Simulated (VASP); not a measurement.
Band structure of SnO$_{2}$ (rutile). Computed with PW91 GGA, VASP's PBE PAW potentials (set 64) (plane waves; VASP 6.6.1).

Unless said otherwise, spin-orbit coupling is left out, though it shifts the bands of the heavy elements here.

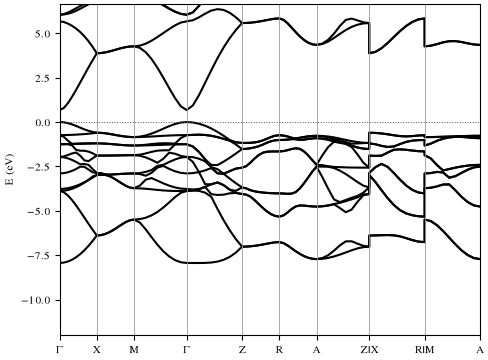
Bands along high-symmetry lines, zero at the valence-band maximum or, without a gap, the Fermi level

Problem. Read the plot: is there a gap, and where are the band edges?

Solution. The gap is direct, 0.68 eV, from the valence maximum at Γ to the conduction minimum at Γ. (Edges off the drawn lines would not show.)

The compound is SnO2 in the rutile structure. It was relaxed first, which changed the volume by +5 %.
